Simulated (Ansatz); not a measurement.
Band structure of AgAu (R-3m, 2 atoms in the cell).

```yaml
crystal:
  lattice:
    - [1.42756, 0.82420, 4.63319]
    - [-1.42756, 0.82420, 4.63319]
    - [0.00000, -1.64841, 4.63319]
  atoms:
    - { symbol: Ag, position: [0.00000, 0.00000, 0.00000] }
    - { symbol: Au, position: [0.50000, 0.50000, 0.50000] }
```

Level of theory: PBEsol, PAW files made with PBE (plane waves; Ansatz, a program for electronic structure).

Settings: basis.ecutwfc = 420 eV; kpoints.mp_grid.grid = 9 9 9; hamiltonian.xc = pbesol; hamiltonian.pseudopotentials = {kind: paw} (an earlier, softer set of the program's PAW files); scf.occupations.method = fermi_dirac; scf.occupations.width = 0.1 eV; kpoints.band_path.path = [[0.0, 0.0, 0.0], [0.5, 0.0, 0.0], [0.5, 0.18776356, -0.18776356]]; kpoints.band_path.npoints = 8.

The starting cell comes from a database of computed structures (which also holds hypothetical and non-ambient phases and stackings), without a prior relaxation at this level. Its lattice was rescaled by a random factor within 2.5 % of one. Spin-orbit coupling is off.

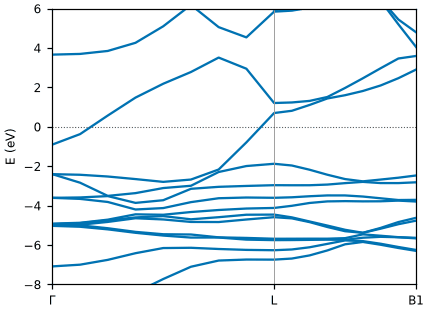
*Bands along the path, energies from the Fermi level.*

Levels in eV from the Fermi level, bands 15 to 22:
```csv
point,15,16,17,18,19,20,21,22
Γ,-4.91,-3.60,-3.60,-2.40,-2.40,-0.90,3.67,14.28
L,-4.12,-3.60,-2.96,-1.87,0.70,1.21,5.85,5.93
B1,-3.79,-3.70,-2.81,-2.47,2.91,3.60,4.05,4.80
```

Bands cross the Fermi level along this path, so the cell is metallic at this level.

Keys are those of Ansatz 0.2.
